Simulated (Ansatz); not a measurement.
Electronic density of states of amorphous Hf₁₈O₃₄, density 9.27 g/cm³, on a 2×2×2 Γ-centred mesh with a Gaussian width of 0.1 eV; energies count from the Fermi level, whose place inside the gap is arbitrary. Cell and mesh are small, so fine structure isn't converged. These are PBE, scalar-relativistic without spin-orbit coupling (plane waves to 420 eV, PAW; Ansatz, an electronic-structure program) values and carry that method's errors. Sampling: a 2×2×2 Γ-centred mesh; Fermi-Dirac width 0.02 eV; no spin polarisation. The usual formal charges leave 4 electrons over, so the level spacing at the Fermi energy parts defect or band states and needn't be the band gap.

The cell was made by melting and quenching with the CHGNet potential and then relaxed with DFT. O atoms were pushed apart under 1.9 Å during the dynamics, to hinder bonds among them. The hot cell started wider than the set density and was brought back towards it in steps. It is the lowest in DFT energy of 2 quenches. It is a model cell: composition and starting density were chosen by hand, and all elements were melted together. No dispersion term was used. Its density started from a set value of 9.27 and ended at 9.27 g/cm³. The simulated quench (nominally 380 K/ps over its main leg) is rapid and tends to freeze in more defects than a deposited or slowly cooled glass has. Values belong to this one cell and scatter from quench to quench. The volume was held where the preparation left it, at a PBE pressure of 3.7 GPa. Stress components on the final sampling reach 5.0 GPa.

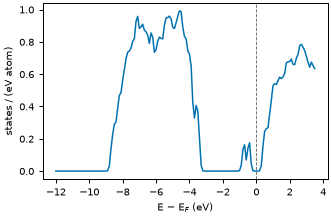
Figure: Density of states per atom

The level spacing at the Fermi energy on this mesh is 0.80 eV; the broadening fills part of it in the curve.
